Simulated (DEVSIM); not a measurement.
System: illuminated Si p-on-n cell, one wavelength, with a back-surface field, at 300 K.

| layer (left to right) | material | thickness (μm) | Nd (cm⁻³) | Na (cm⁻³) | τn (s) | τp (s) | absorption coefficient (cm⁻¹) |
|---|---|---|---|---|---|---|---|
| 1 | Si | 0.110 | - | 1.1e18 | 2.8e-9 | 4.6e-9 | 310 |
| 2 | Si | 41.0 | 4.8e16 | - | 2.3e-7 | 2.3e-7 | 310 |
| 3 | Si | 1.00 | 1.4e18 | - | 2.3e-7 | 2.3e-7 | 310 |

Left contact: ohmic, minority electron recombination velocity 1000 cm/s. Right contact: ohmic, minority hole recombination velocity 30 cm/s. Voltage is applied to the left contact. Recombination: SRH at mid-gap, radiative, Auger. Light enters at the left, 2.3e18 photons cm⁻² s⁻¹, one pass, no reflection. Mobility is μmin + (μ − μmin)/(1 + (N/Nref)^α).

This is a model device: material constants are rounded textbook-type values typed into the input, and sizes, dopings and lifetimes were drawn at random. Values at 300 K.

```tsv
parameter	Si
gap (eV)	1.124
affinity (eV)	4.05
permittivity	11.7
Nc (cm⁻³)	2.86e19
Nv (cm⁻³)	3.1e19
μn (cm²/Vs)	1417
μp (cm²/Vs)	470
μn,min	52
μp,min	45
Nref,n	9.7e16
Nref,p	2.2e17
αn	0.68
αp	0.72
B (cm³/s)	4.7e-15
Cn (cm⁶/s)	2.8e-31
Cp (cm⁶/s)	9.9e-32
```

DEVSIM, 1D drift-diffusion, Boltzmann statistics, complete ionisation; no tunnelling, impact ionisation, image-force lowering or self-heating.

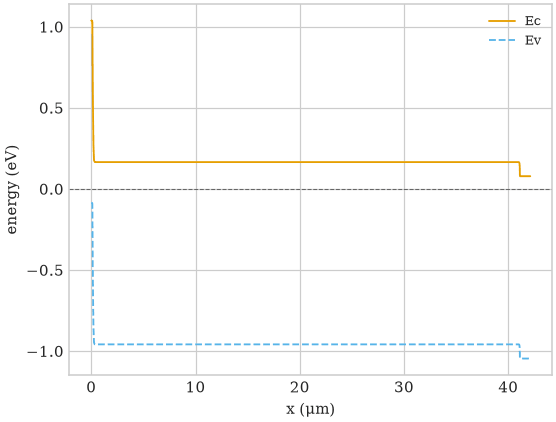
Fig. 1. Band edges at zero bias, in the dark

Energies count from the Fermi level of the right contact; mesh points crowd at the junctions.

```tsv
x (μm)	Ec (eV)	Ev (eV)	n (cm⁻³)	p (cm⁻³)	field (V/cm)
0.000	1.038	-0.086	110	1.1e18	≈ 0
0.03317	1.038	-0.086	110	1.1e18	≈ 0
0.07840	1.038	-0.086	110	1.1e18	-73
0.1100	0.977	-0.147	1100	1.1e17	-110000
0.1746	0.434	-0.690	1.5e12	7.9e7	-60000
0.3315	0.165	-0.959	4.7e16	2400	-160
0.7392	0.165	-0.959	4.8e16	2400	≈ 0
2.594	0.165	-0.959	4.8e16	2400	≈ 0
7.038	0.165	-0.959	4.8e16	2400	≈ 0
18.58	0.165	-0.959	4.8e16	2400	≈ 0
32.77	0.165	-0.959	4.8e16	2400	≈ 0
38.86	0.165	-0.959	4.8e16	2400	≈ 0
40.31	0.165	-0.959	4.8e16	2400	≈ 0
40.83	0.165	-0.959	4.8e16	2400	≈ 0
41.05	0.163	-0.961	5.2e16	2200	-1200
41.10	0.121	-1.003	2.7e17	440	-33000
41.14	0.078	-1.046	1.4e18	< 1e2	-26
41.22	0.078	-1.046	1.4e18	< 1e2	≈ 0
41.57	0.078	-1.046	1.4e18	< 1e2	≈ 0
41.91	0.078	-1.046	1.4e18	< 1e2	≈ 0
42.05	0.078	-1.046	1.4e18	< 1e2	≈ 0
42.11	0.078	-1.046	1.4e18	< 1e2	≈ 0
```
